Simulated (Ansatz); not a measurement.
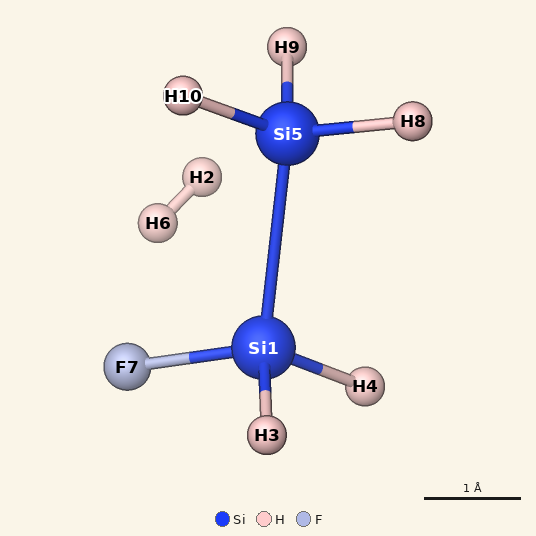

Orthographic view. Distant atoms are faded towards the background colour. The geometry was computed by an optimisation with PBE0-D4/def2-TZVP. No frequency run is at hand to confirm it as a minimum.

Write the connection table.

Si1: H3, H4, Si5, F7
H2: H6
H3: Si1
H4: Si1
Si5: Si1, H8, H9, H10
H6: H2
F7: Si1
H8: Si5
H9: Si5
H10: Si5
